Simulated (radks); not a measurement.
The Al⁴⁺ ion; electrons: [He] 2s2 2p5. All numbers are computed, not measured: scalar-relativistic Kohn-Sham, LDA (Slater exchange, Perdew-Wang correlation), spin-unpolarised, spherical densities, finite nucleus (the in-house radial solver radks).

Wanted: the number of electrons inside radius r (solid) and the radial density 4πr²ρ (dashed).

The count levels off at 9 electrons. Half of them lie within 0.445 bohr, 90 % within 0.890 bohr and 99 % within 1.38 bohr. The radial density has a minimum at 0.221 bohr, where the count stands at 2.2; this parts the shells that the density resolves.

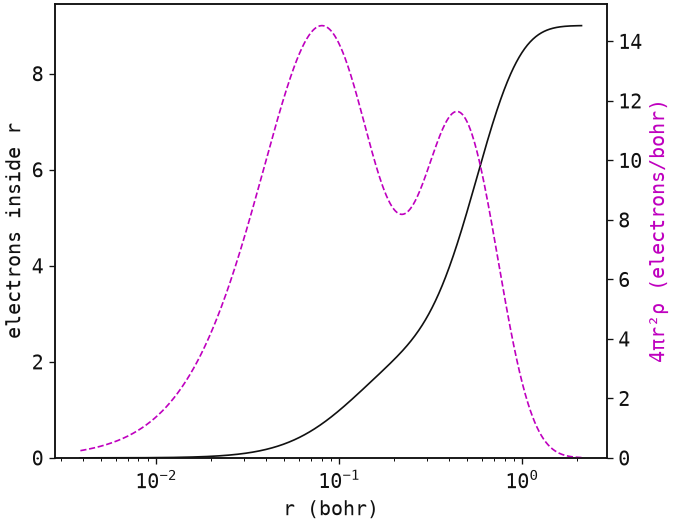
